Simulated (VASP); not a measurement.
# A VASP study of CoNiP (PBEsol + U): structure first, properties next, part 6 of 8

Aim: relax CoNiP, then compute properties on the relaxed cell. The start is a computed cell from the Materials Project.

VASP 6.6.1; PBEsol, DFT+U (Co d 3 eV, Ni d 5 eV), spin-polarised from a ferromagnetic start; plane waves and PAW (Co, Ni, P).

Still holding for the runs below: A U on the itinerant d states of such a compound is hard to justify; it moves the bands at the Fermi level.

So far. Step 5 (Band structure (PBEsol + U)): There is no gap at this level. Step 5 (Band structure (PBEsol + U)): Of the bands kept, 3 cross the Fermi level on this path. The relaxed cell has a = 5.664, c = 3.206 Å (conventional setting).

**6. Total and projected DOS (PBEsol + U)**

Here the states are counted by energy and projected on the atoms. The mesh is finer than in the run before.

INCAR reads:

```
SYSTEM = CoNiP
PREC = Accurate
ENCUT = 400
EDIFF = 1E-06
NELM = 100
ISMEAR = -5
SIGMA = 0.05
LREAL = .FALSE.
ALGO = Normal
GGA = PS
NBANDS = 68
ISPIN = 2
MAGMOM = 2 2 2 1 1 1 0 0 0
LDAU = .TRUE.
LDAUTYPE = 2
LDAUL = 2 2 -1
LDAUU = 3 5 0
LDAUJ = 0 0 0
LDAUPRINT = 1
LASPH = .TRUE.
LMAXMIX = 4
LORBIT = 11
LWAVE = .FALSE.
LCHARG = .FALSE.
KPAR = 8
NEDOS = 2001
```

POSCAR reads:

```
CoNiP
1.0
    5.6636925259      0.0000000000      0.0000000000
   -2.8318462629      4.9049016066      0.0000000000
    0.0000000000      0.0000000000      3.2057148945
Co Ni P
3 3 3
Direct
    0.0000000000      0.7384148471      0.0000000000
    0.2615851529      0.2615851529      0.0000000000
    0.7384148471      0.0000000000      0.0000000000
    0.0000000000      0.3958656234      0.5000000000
    0.6041343766      0.6041343766      0.5000000000
    0.3958656234      0.0000000000      0.5000000000
    0.3333333300      0.6666666700      0.0000000000
    0.6666666700      0.3333333300      0.0000000000
    0.0000000000      0.0000000000      0.5000000000
```

KPOINTS reads:

```
Automatic mesh
0
Gamma
7 7 10
0 0 0
```

Potentials, in the order of the species: Co, Ni and P (PBE family, release 64).

On the command line:

```bash
$ mpirun -np 8 vasp_std
```

The log of the run:

```text
[... set-up lines as in an earlier step ...]
 entering main loop
       N       E                     dE             d eps       ncg     rms          rms(c)
DAV:   1     0.547877846798E+03    0.54788E+03   -0.22754E+04 13072   0.115E+03
DAV:   2     0.224871779428E+02   -0.52539E+03   -0.47468E+03 13056   0.289E+02
DAV:   3    -0.488581813709E+02   -0.71345E+02   -0.65450E+02 14008   0.117E+02
DAV:   4    -0.515827166679E+02   -0.27245E+01   -0.27015E+01 14804   0.245E+01
DAV:   5    -0.516365361376E+02   -0.53819E-01   -0.53796E-01 16064   0.293E+00    0.379E+01
DAV:   6    -0.551315913434E+02   -0.34951E+01   -0.26875E+01 15520   0.812E+01    0.275E+01
DAV:   7    -0.519455012857E+02    0.31861E+01   -0.24461E+01 15704   0.111E+02    0.233E+01
DAV:   8    -0.486269683217E+02    0.33185E+01   -0.69436E+00 15684   0.558E+01    0.795E+00
DAV:   9    -0.485851243692E+02    0.41844E-01   -0.16024E+00 17332   0.168E+01    0.336E+00
DAV:  10    -0.486307410802E+02   -0.45617E-01   -0.59353E-01 15620   0.732E+00    0.189E+00
DAV:  11    -0.486422726638E+02   -0.11532E-01   -0.68533E-02 14872   0.247E+00    0.108E+00
DAV:  12    -0.486487646386E+02   -0.64920E-02   -0.13179E-02 16028   0.766E-01    0.511E-01
DAV:  13    -0.486499826928E+02   -0.12181E-02   -0.19278E-03 14404   0.374E-01    0.243E-01
DAV:  14    -0.486500957228E+02   -0.11303E-03   -0.95147E-04 15332   0.337E-01    0.724E-02
DAV:  15    -0.486501517086E+02   -0.55986E-04   -0.20290E-04 14916   0.968E-02    0.263E-02
DAV:  16    -0.486501538124E+02   -0.21038E-05   -0.40996E-05 14520   0.606E-02    0.134E-02
DAV:  17    -0.486501536830E+02    0.12936E-06   -0.77826E-06 12640   0.184E-02
   1 F= -.48650154E+02 E0= -.48650154E+02  d E =0.000000E+00  mag=    -0.0003
 -----------------------------------------------------------------------------
|                                                                             |
|           W    W    AA    RRRRR   N    N  II  N    N   GGGG   !!!           |
|           W    W   A  A   R    R  NN   N  II  NN   N  G    G  !!!           |
|           W    W  A    A  R    R  N N  N  II  N N  N  G       !!!           |
|           W WW W  AAAAAA  RRRRR   N  N N  II  N  N N  G  GGG   !            |
|           WW  WW  A    A  R   R   N   NN  II  N   NN  G    G                |
|           W    W  A    A  R    R  N    N  II  N    N   GGGG   !!!           |
|                                                                             |
|     Tetrahedron method does not include variations of the Fermi             |
|     occupations, so forces and stress will be inaccurate. We suggest        |
|     using a different smearing scheme ISMEAR = 1 or 2 for metals in         |
|     relaxations.                                                            |
|                                                                             |
 -----------------------------------------------------------------------------
```

The job ended after 76 s (8 MPI ranks of Intel Xeon Platinum 8259CL at 2.50GHz (Skylake/Cascade Lake), shared host; peak memory 3.5 GiB).

From OUTCAR (step 6):

```text
   k-points           NKPTS =     48   k-points in BZ     NKDIM =     48   number of bands    NBANDS=     68

   NELECT =      72.0000    total number of electrons

atom =   1  type =  1  l = 2

 onsite density matrix

spin component  1

  0.8043 -0.0000  0.0161  0.0000  0.0572
 -0.0000  0.7674  0.0000  0.0073 -0.0000
  0.0161  0.0000  0.8296 -0.0000  0.0093
  0.0000  0.0073 -0.0000  0.7758  0.0000
  0.0572 -0.0000  0.0093  0.0000  0.7382

spin component  2

 occupancies and eigenvectors

  o =  0.7052  v = -0.5000  0.0000  0.0000 -0.0000  0.8660  0.0000  0.0000  0.0000  0.0000  0.0000      0.0000  0.0000  0.0000  0.0000  0.0000  0.0000  0.0000  0.0000  0.0000  0.0000
  o =  0.7052  v =  0.0000  0.0000  0.0000  0.0000  0.0000 -0.5000  0.0000  0.0000 -0.0000  0.8660      0.0000  0.0000  0.0000  0.0000  0.0000  0.0000  0.0000  0.0000  0.0000  0.0000
  o =  0.7632  v =  0.0000  0.8660  0.0000 -0.5000 -0.0000  0.0000  0.0000  0.0000  0.0000  0.0000      0.0000  0.0000  0.0000  0.0000  0.0000  0.0000  0.0000  0.0000  0.0000  0.0000
  o =  0.7632  v =  0.0000  0.0000  0.0000  0.0000  0.0000  0.0000  0.8660  0.0000 -0.5000 -0.0000      0.0000  0.0000  0.0000  0.0000  0.0000  0.0000  0.0000  0.0000  0.0000  0.0000
  o =  0.7800  v =  0.0000  0.5000  0.0000  0.8660 -0.0000  0.0000  0.0000  0.0000  0.0000  0.0000      0.0000  0.0000  0.0000  0.0000  0.0000  0.0000  0.0000  0.0000  0.0000  0.0000
  o =  0.7800  v =  0.0000  0.0000  0.0000  0.0000  0.0000  0.0000  0.5000  0.0000  0.8660 -0.0000      0.0000  0.0000  0.0000  0.0000  0.0000  0.0000  0.0000  0.0000  0.0000  0.0000
  o =  0.8144  v =  0.5467 -0.0000 -0.7755 -0.0000  0.3157  0.0000  0.0000  0.0000  0.0000  0.0000      0.0000  0.0000  0.0000  0.0000  0.0000  0.0000  0.0000  0.0000  0.0000  0.0000
  o =  0.8144  v =  0.0000  0.0000  0.0000  0.0000  0.0000  0.5467 -0.0000 -0.7756 -0.0000  0.3156      0.0000  0.0000  0.0000  0.0000  0.0000  0.0000  0.0000  0.0000  0.0000  0.0000
  o =  0.8525  v =  0.6716 -0.0000  0.6313 -0.0000  0.3878  0.0000  0.0000  0.0000  0.0000  0.0000      0.0000  0.0000  0.0000  0.0000  0.0000  0.0000  0.0000  0.0000  0.0000  0.0000
  o =  0.8525  v =  0.0000  0.0000  0.0000  0.0000  0.0000  0.6717 -0.0000  0.6313 -0.0000  0.3878      0.0000  0.0000  0.0000  0.0000  0.0000  0.0000  0.0000  0.0000  0.0000  0.0000

atom =   2  type =  1  l = 2

 onsite density matrix

spin component  1

  0.8043  0.0000 -0.0161  0.0000 -0.0572
  0.0000  0.7674 -0.0000 -0.0073 -0.0000
 -0.0161 -0.0000  0.8296 -0.0000  0.0093
  0.0000 -0.0073 -0.0000  0.7758 -0.0000
 -0.0572 -0.0000  0.0093 -0.0000  0.7382

spin component  2

  0.8043  0.0000 -0.0161 -0.0000 -0.0572
  0.0000  0.7674 -0.0000 -0.0073 -0.0000
 -0.0161 -0.0000  0.8296 -0.0000  0.0093
 -0.0000 -0.0073 -0.0000  0.7758 -0.0000
 -0.0572 -0.0000  0.0093 -0.0000  0.7382

 occupancies and eigenvectors

  o =  0.7052  v = -0.5000  0.0000 -0.0000  0.0000 -0.8660  0.0000  0.0000  0.0000  0.0000  0.0000      0.0000  0.0000  0.0000  0.0000  0.0000  0.0000  0.0000  0.0000  0.0000  0.0000
  o =  0.7052  v =  0.0000  0.0000  0.0000  0.0000  0.0000 -0.5000 -0.0000 -0.0000 -0.0000 -0.8660      0.0000  0.0000  0.0000  0.0000  0.0000  0.0000  0.0000  0.0000  0.0000  0.0000
  o =  0.7632  v = -0.0000 -0.8660  0.0000 -0.5000 -0.0000  0.0000  0.0000  0.0000  0.0000  0.0000      0.0000  0.0000  0.0000  0.0000  0.0000  0.0000  0.0000  0.0000  0.0000  0.0000
  o =  0.7632  v =  0.0000  0.0000  0.0000  0.0000  0.0000  0.0000 -0.8660  0.0000 -0.5000  0.0000      0.0000  0.0000  0.0000  0.0000  0.0000  0.0000  0.0000  0.0000  0.0000  0.0000
  o =  0.7800  v =  0.0000  0.5000 -0.0000 -0.8660  0.0000  0.0000  0.0000  0.0000  0.0000  0.0000      0.0000  0.0000  0.0000  0.0000  0.0000  0.0000  0.0000  0.0000  0.0000  0.0000
  o =  0.7800  v =  0.0000  0.0000  0.0000  0.0000  0.0000 -0.0000  0.5000  0.0000 -0.8660 -0.0000      0.0000  0.0000  0.0000  0.0000  0.0000  0.0000  0.0000  0.0000  0.0000  0.0000
[...]
o =  0.8152  v = -0.0000 -0.0000  0.0000  1.0000 -0.0000  0.0000  0.0000  0.0000  0.0000  0.0000      0.0000  0.0000  0.0000  0.0000  0.0000  0.0000  0.0000  0.0000  0.0000  0.0000
  o =  0.8378  v =  0.0000  1.0000 -0.0000  0.0000  0.0000  0.0000  0.0000  0.0000  0.0000  0.0000      0.0000  0.0000  0.0000  0.0000  0.0000  0.0000  0.0000  0.0000  0.0000  0.0000
  o =  0.8378  v =  0.0000  0.0000  0.0000  0.0000  0.0000  0.0000  1.0000 -0.0000  0.0000  0.0000      0.0000  0.0000  0.0000  0.0000  0.0000  0.0000  0.0000  0.0000  0.0000  0.0000
  o =  0.8951  v =  0.0000  0.0000  0.0000  0.0000  0.0000  0.0000  0.0000  0.2282 -0.0000 -0.9736      0.0000  0.0000  0.0000  0.0000  0.0000  0.0000  0.0000  0.0000  0.0000  0.0000
  o =  0.8951  v =  0.0000  0.0000  0.2282 -0.0000 -0.9736  0.0000  0.0000  0.0000  0.0000  0.0000      0.0000  0.0000  0.0000  0.0000  0.0000  0.0000  0.0000  0.0000  0.0000  0.0000
  o =  0.9094  v =  0.0000  0.0000  0.0000  0.0000  0.0000 -1.0000  0.0000 -0.0000 -0.0000 -0.0000      0.0000  0.0000  0.0000  0.0000  0.0000  0.0000  0.0000  0.0000  0.0000  0.0000
  o =  0.9094  v = -1.0000  0.0000 -0.0000 -0.0000 -0.0000  0.0000  0.0000  0.0000  0.0000  0.0000      0.0000  0.0000  0.0000  0.0000  0.0000  0.0000  0.0000  0.0000  0.0000  0.0000
  o =  0.9466  v =  0.0000  0.0000  0.0000  0.0000  0.0000  0.0000 -0.0000 -0.9736  0.0000 -0.2282      0.0000  0.0000  0.0000  0.0000  0.0000  0.0000  0.0000  0.0000  0.0000  0.0000
  o =  0.9466  v =  0.0000 -0.0000 -0.9736  0.0000 -0.2282  0.0000  0.0000  0.0000  0.0000  0.0000      0.0000  0.0000  0.0000  0.0000  0.0000  0.0000  0.0000  0.0000  0.0000  0.0000

 E-fermi :  11.8616

 spin component 1
 k-point     1 :       0.0000    0.0000    0.0000
  band No.  band energies     occupation
    ...
     34      11.2162      1.00000
     35      11.2457      1.00000
     36      11.2457      1.00000
     37      11.4447      1.08755
     38      11.7360      0.76647
     39      15.8983      0.00000
     40      15.9554      0.00000
     41      15.9554      0.00000
     42      16.4057      0.00000
     43      17.4525      0.00000
    ...

 k-point     2 :       0.1429   -0.0000    0.0000
  band No.  band energies     occupation
    ...
     32      10.9328      1.00000
     33      11.0027      1.00000
     34      11.1981      1.00000
     35      11.2336      1.00000
     36      11.4520      1.00000
     37      11.8831      0.39112
     38      11.9596      0.00186
     39      15.3878      0.00000
     40      15.6494      0.00000
     41      15.7658      0.00000
    ...

  Total        0.0874349      0.0874349      0.1324292      0.0000000     -0.0000000      0.0000000
  in kB        1.5730425      1.5730425      2.3825352      0.0000000     -0.0000000      0.0000000
  external PRESSURE =       1.8428734 kB  Pullay stress =       0.0000000 kB

 POSITION                                       TOTAL-FORCE (eV/Angst)
 -----------------------------------------------------------------------------------
     -2.09108      3.62185      0.00000        -0.005145      0.008912      0.000000
      0.74077      1.28305      0.00000        -0.005145     -0.008912      0.000000
      4.18215      0.00000      0.00000         0.010291     -0.000000      0.000000
     -1.12103      1.94168      1.60286        -0.000560      0.000969     -0.000000
      1.71082      2.96322      1.60286        -0.000560     -0.000969      0.000000
      2.24206      0.00000      1.60286         0.001119     -0.000000      0.000000
     -0.00000      3.26993      0.00000        -0.000000     -0.000000      0.000000
      2.83185      1.63497      0.00000        -0.000000     -0.000000      0.000000
      0.00000      0.00000      1.60286        -0.000000     -0.000000      0.000000
 -----------------------------------------------------------------------------------
    total drift:                               -0.000005     -0.000009      0.000000

  FREE ENERGIE OF THE ION-ELECTRON SYSTEM (eV)
  ---------------------------------------------------
  free  energy   TOTEN  =       -48.6501536830 eV

  energy  without entropy=      -48.6501536830  energy(sigma->0) =      -48.65015368

 magnetization (x)
# of ion       s       p       d       tot
------------------------------------------
    1       -0.000  -0.000  -0.000  -0.000
    2       -0.000  -0.000  -0.000  -0.000
    3       -0.000  -0.000  -0.000  -0.000
    4        0.000   0.000   0.000   0.000
    5        0.000   0.000   0.000   0.000
    6        0.000   0.000   0.000   0.000
    7        0.000   0.000   0.000   0.000
    8        0.000   0.000   0.000   0.000
    9        0.000  -0.000   0.000  -0.000
--------------------------------------------------
tot         -0.000  -0.000  -0.000  -0.000

[... 6 parts as in an earlier step ...]

[... 15 further parts left out ...]
```

With tetrahedra the forces and stress of a metal are not exact derivatives of the energy.

This step gave:

```yaml
scf_cycles: 17
irreducible_k_points: 48
free_energy_toten: -48.65 eV
fermi_energy: 11.86 eV
pressure: 0.1843 GPa
dos_at_the_fermi_level: 1.957 states/eV/cell
```

The density of states has structure finer than the step of the table below, so its rows give means over 1 eV, whole bins alone (the curve runs from -12.0 to 5.75 eV). Peaks (eV: height): total -3.5: 18.8, -3.3: 18.4, -2.4: 28.6, -1.4: 19.2; Ni d -3.5: 9.75, -3.3: 9.88, -2.3: 13.8, -1.6: 7.27; Co d -2.4: 12.8, -1.4: 10.7, -0.6: 11.0, -0.4: 7.21; P p -5.4: 1.99, -5.1: 2.37, 2.5: 1.18, 2.8: 1.09; Co p -5.4: 0.528, -5.1: 0.601, -3.5: 0.837, -3.3: 0.638.

States under -12.0 eV and over 5.8 eV are left out; both spin channels agree and are summed. Density of states against energy, zero at the Fermi level; means over each step; 7 of 9 lines; values in states/eV/cell:

```tsv
energy (eV)	total	Ni d	Co d	P p	Co p	Ni p	Co s
-11	0.924	0.0806	0.0611	0.00324	0.0520	0.0343	0.0235
-10	0	0	0	0	0	0	0
-9	0	0	0	0	0	0	0
-8	1.21	0.110	0.123	0.244	0.0572	0.0349	0.184
-7	3.90	0.475	0.531	0.761	0.184	0.130	0.330
-6	3.93	0.682	0.782	0.815	0.214	0.220	0.205
-5	7.64	2.20	1.75	1.49	0.349	0.318	0.0946
-4	7.47	3.62	2.00	0.337	0.246	0.172	0.0640
-3	8.83	4.75	2.60	0.156	0.250	0.159	0.0402
-2	17.3	8.99	6.61	0.278	0.184	0.202	0.0258
-1	12.3	4.24	6.88	0.185	0.168	0.174	0.0404
0	4.03	1.18	2.16	0.164	0.129	0.0971	0.0187
1	3.41	0.916	1.46	0.330	0.120	0.106	0.0627
2	4.27	1.000	1.53	0.614	0.185	0.116	0.103
3	3.23	0.656	1.01	0.684	0.177	0.106	0.0565
4	1.28	0.128	0.380	0.196	0.0541	0.0435	0.0150
5	1.30	0.118	0.261	0.0745	0.0762	0.0973	0.0490
```

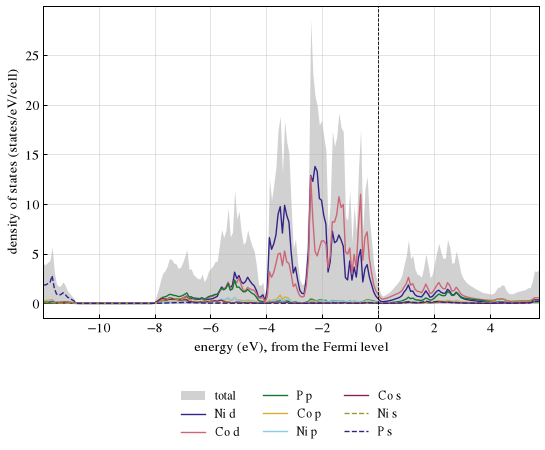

Density of states, plotted against energy.

The finer mesh and the other smearing move the Fermi level by -0.02 eV from the 5×5×7 run, a small shift, which tests the Fermi level alone. Of the states within 0.3 eV of the Fermi level, the largest shares in the PAW spheres are Co d 49 %, Ni d 28 % and P p 6 %. The rest lies in smaller channels or between the spheres.

(Continued in part 7 of 8.)

[Lines on the potential files, build, host, timing and source positions are cut from VASP's logs without a mark.]

[Logs are printed without paths, hosts, clocks, repeated set-up lines and the standing remarks that a program may print on its own settings, such as how far it seeks lower states.]

[Hosts, paths, dates, database ids (printed as entryN), source tags and the programs' standing remarks are cut or masked in the printed files.]

[A measured line is paired with the nearest computed mode of its activity, which favours agreement.]
